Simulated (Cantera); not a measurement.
Feed: 1 mol SF₆, 3.1 mol O₂, 7.1 mol H₂, held at 1 atm.

Equilibrium computed with Cantera from the NASA thermochemical tables; the gas is ideal and each condensed phase is pure. Candidate condensed phases: H₂O, H₂SO₄, S; 43 gas species. The numbers say what is thermodynamically allowed, not how fast it happens.

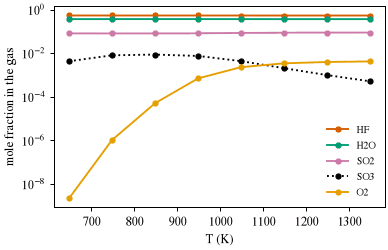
Fig. 1. Equilibrium gas composition (values under 1e-9 drawn at 1e-9)

From 648 K to 1348 K nothing is condensed.
